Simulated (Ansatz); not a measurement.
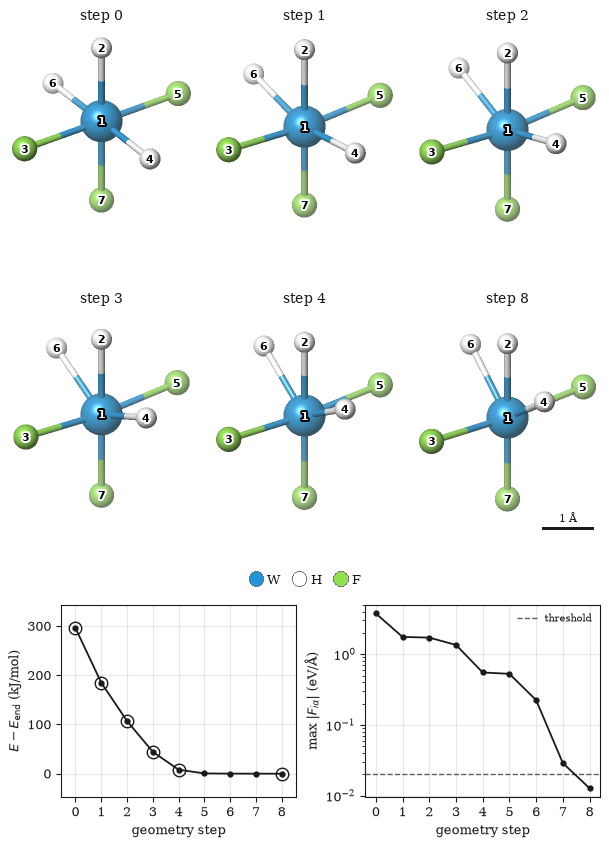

Frames of a relaxation of WH3F3, marked on the history of the run. The picture is a ball-and-stick view, seen at a tilt.

The run prepares the start of a later molecular dynamics calculation, from a guessed geometry.

Computed with RKS PBE0-D4/def2-SVP (Ansatz). Settings: no spin polarisation; force threshold 0.02 eV/Å; at most 40 steps.

Describe the path.

Answer. The largest moves after the best rigid fit, 0.84 Å, are those of H4 and H6. Largest moves by element: H 0.84 Å, F 0.37 Å, W 0.31 Å. Among the contacts that change: W1–F7 1.850 → 1.910 Å, W1–H4 1.720 → 1.674 Å, W1–F3 1.850 → 1.830 Å, W1–H2 1.720 → 1.734 Å. Among the angles between lasting bonds that change: H4–W1–H6 180.0° → 102.9°, H4–W1–F7 90.0° → 128.6°, H2–W1–H4 90.0° → 51.4°. The energy falls by 296.0 kJ/mol in 8 geometry steps. The largest force component goes from 3.8 to 0.013 eV/Å. From step 0 to 1: H atoms move most (0.19 Å), energy −111.0 kJ/mol. From step 1 to 2: H atoms move most (0.20 Å), energy −77.9 kJ/mol. From step 2 to 3: H atoms move most (0.19 Å), energy −62.6 kJ/mol. From step 3 to 4: H atoms move most (0.20 Å), energy −36.3 kJ/mol. From step 4 to 8: H atoms move most (0.17 Å), energy −8.12 kJ/mol.
